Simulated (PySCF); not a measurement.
# C5H10O (2-ethyl-2-methyloxirane): the cost of one run

Programs: PySCF 2.14.0, with routines of our own; each step states its level. All values are computed. Atoms count from 0.

## 1. The starting structure

16 atoms, charge 0, multiplicity 1; geometry from: GFN2-xTB.

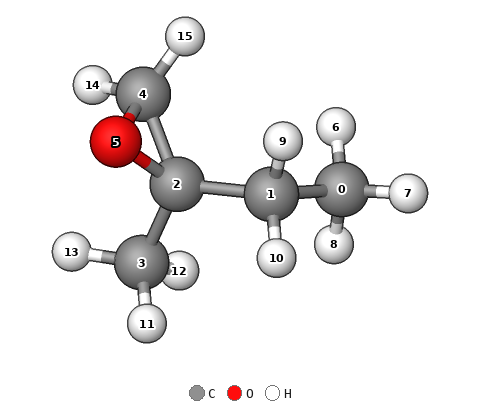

The starting geometry (carbon grey, oxygen red, hydrogen white).

## 2. Relaxing the molecule at PBE0-D3(BJ)/def2-SVP

The job: settings as JSON, then the geometry in Å.

```
{"job": {"xc": "PBE0", "basis": "def2-SVP", "d3": "d3bj", "grid": 2, "kind": "geom"}, "charge": 0, "multiplicity": 1}
C      1.732069    -0.045672    -0.670112
C      0.900552    -0.436988     0.547771
C     -0.552063    -0.016006     0.411694
C     -1.375388    -0.796535    -0.588903
C     -0.916531     1.373657     0.708522
O     -1.204111     0.335091     1.604993
H      1.675471     1.026746    -0.843282
H      2.773329    -0.315640    -0.512702
H      1.378897    -0.556809    -1.561903
H      1.311147     0.035738     1.442000
H      0.943700    -1.518289     0.695261
H     -1.314164    -1.860852    -0.372640
H     -1.011163    -0.618939    -1.597782
H     -2.417155    -0.492409    -0.531206
H     -1.775793     1.821184     0.221734
H     -0.156395     2.074668     1.035145
```

Launch:

```
$ OMP_NUM_THREADS=1 python excited_run.py task.json out
```

The driver reads the jobs from task.json and runs them one after another.

**Question.** How long does this first job take on 1 thread of Arm Neoverse V2, shared host, and how much memory does it need?

About 29 s, with a peak of 0.72 GiB.
